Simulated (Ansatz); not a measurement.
Ligand exchange: InH2Cl + GeH3(SH) → InH2(SH) + GeH3Cl

Species: InH2Cl `[Cl][InH2]`, singlet; GeH3(SH), singlet; InH2(SH), singlet; GeH3Cl (chlorogermane) `[Cl][GeH3]`, singlet. The partners trade Cl for SH: In–Cl and Ge–SH bonds give way to In–SH and Ge–Cl.

Shapes, held fixed at every level: PBE0-D4/def2-TZVP. Programs: Ansatz 0.2.0. The zero-point and thermal change to 298 K, harmonic and unscaled (PBE0-D4/def2-TZVP), is +0.3 kJ/mol.

```tsv
level	kind	ΔH(298 K) (kJ/mol)	less CCSD(T)/def2-TZVPP
HF/def2-SVP	Hartree–Fock	+6.9	+5.4
SPW92/def2-TZVPP	LDA	-0.6	-2.1
B3LYP-D4/def2-TZVPP	global hybrid	+2.9	+1.4
BHLYP-D4/def2-TZVPP	global hybrid	+3.5	+2.0
wB97X-V/def2-TZVPP	range-separated hybrid	+3.4	+1.9
B2PLYP/def2-TZVPP	double hybrid	+2.0	+0.5
CCSD/def2-TZVPP	coupled cluster or CI	+2.2	+0.7
CCSD(T)/def2-TZVPP	coupled cluster or CI	+1.5	0.0
```

The highest level, CCSD(T)/def2-TZVPP, gives ΔH(298 K) = +1.5 kJ/mol; the levels span -0.6 to +6.9. That is about zero within the method's error. They disagree on the sign: 7 of 8 are positive. The column of differences is taken from that level and isn't an error. No measured value is set beside it here. For atoms past krypton def2 sets carry core potentials with scalar relativity. Relativity is left out for Ge. Outer-core shells of Ge, In are correlated in most correlated rows, in sets that cover them unevenly.

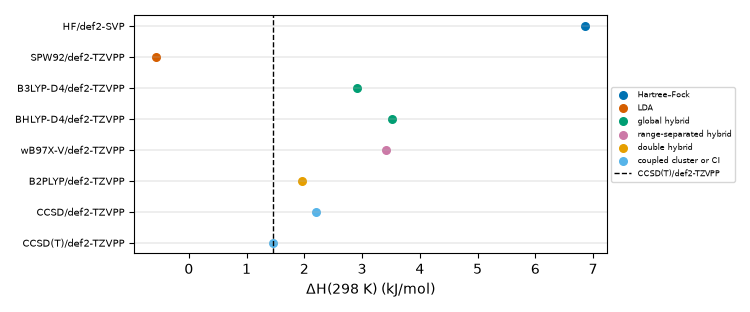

The values of the table, level by level.
